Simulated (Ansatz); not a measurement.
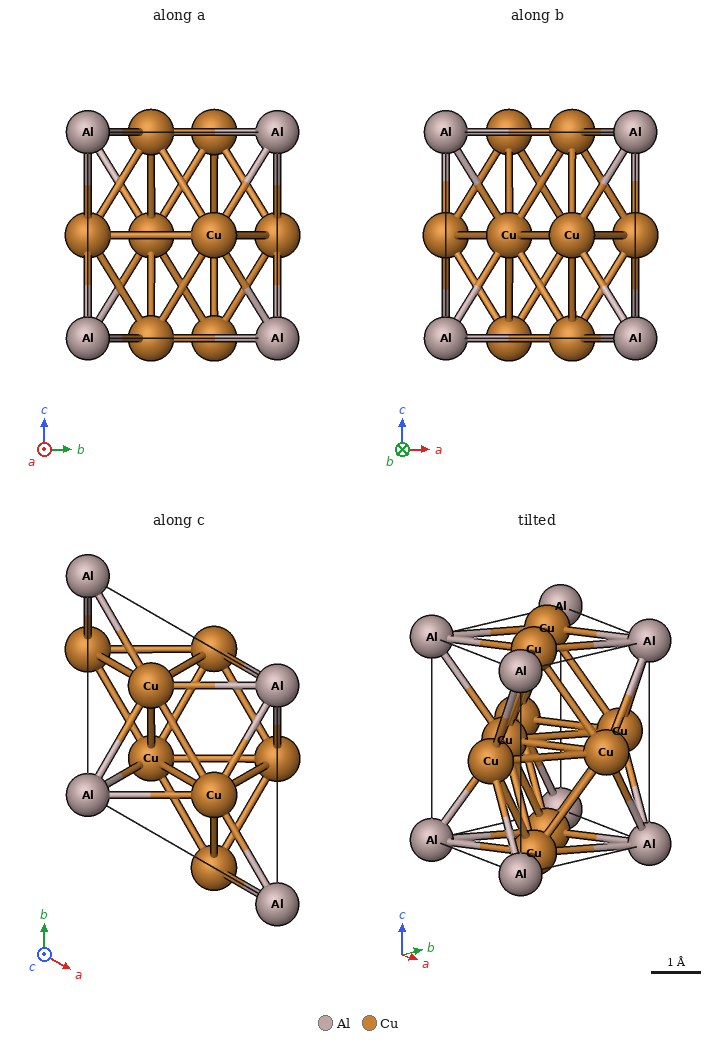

The figure gives a ball-and-stick picture of the atoms, viewed along the a axis, along the b axis, along the c axis and slightly off an axis. The frame is the conventional unit cell; atoms at its boundary are shown with their periodic copies.

Lattice parameters: a = 4.4909 Å, b = 4.4909 Å, c = 4.2347 Å, α = 90.000°, β = 90.000°, γ = 120.000°.

Question: Set out the cell and atoms as a CIF in P1 with every atom of the cell, with free fractional coordinates to two decimals.

Answer:
```cif
data_structure
_symmetry_space_group_name_H-M 'P 1'
_symmetry_Int_Tables_number 1
_cell_length_a 4.4909
_cell_length_b 4.4909
_cell_length_c 4.2347
_cell_angle_alpha 90.000
_cell_angle_beta 90.000
_cell_angle_gamma 120.000
_cell_volume 73.96
loop_
_atom_site_label
_atom_site_type_symbol
_atom_site_fract_x
_atom_site_fract_y
_atom_site_fract_z
_atom_site_occupancy
Al1 Al 0.00 0.00 0.00 1
Cu1 Cu 0.67 0.00 0.50 1
Cu2 Cu 0.00 0.67 0.50 1
Cu3 Cu 0.33 0.33 0.50 1
Cu4 Cu 0.3333 0.6667 0.00 1
Cu5 Cu 0.6667 0.3333 0.00 1
```

The model was built from a structure type filled with these elements by a generator (whether the compound takes this form wasn't checked). The structure drawn was relaxed with Ansatz, DFT PBE, scalar-relativistic, plane waves, PAW.
